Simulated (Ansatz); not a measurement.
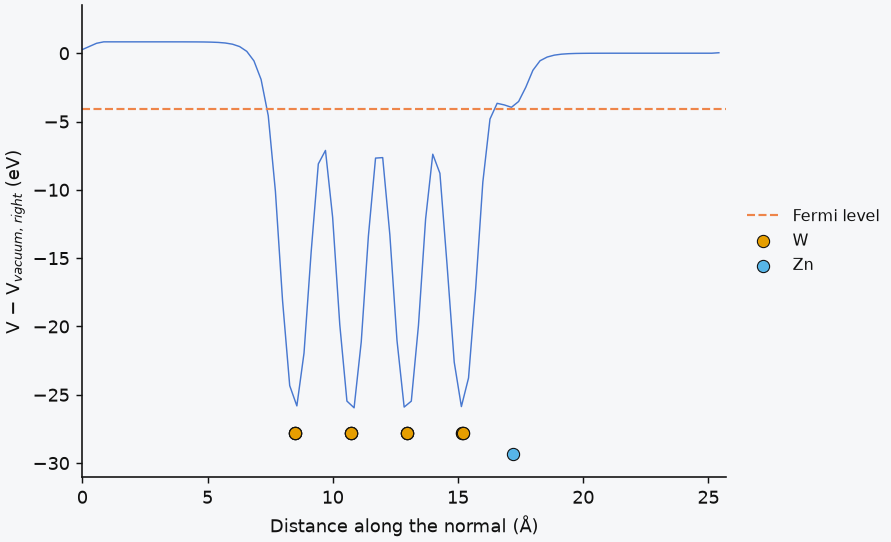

Plane-averaged electrostatic potential energy of an electron across the slab; circles at the bottom mark the heights of the atoms (positions after relaxation).

Structure: a (110) slab cut from W (Im-3m), of composition ZnW$_{16}$ (not the bulk's), ended by W planes, 17 atoms in the cell.

Ansatz 0.2.0; DFT PBE+D3(BJ), scalar-relativistic, plane waves, PAW, no spin polarisation, 6×6×1 k mesh, 420 eV cutoff, Gaussian smearing of 0.1 eV.

Q: What is the work function?

A: The work function is 4.06 eV at the right face and 4.90 eV at the left.

Q: How thick are slab and vacuum?

A: The outermost atoms are 8.7 Å apart, which leaves 17.0 Å of vacuum in a cell 25.7 Å high.

Q: Do the two faces differ, and what does that say about the slab's dipole?

A: The vacuum level is 0.83 eV higher at the left than at the right, so the slab carries a dipole along its normal; the ramp in the vacuum, at or near the edge of the plot, is the dipole correction that keeps each side flat. Some atoms were held fixed in the relaxation, which can itself make the faces differ.

Spin-orbit coupling is left out, which matters for W.
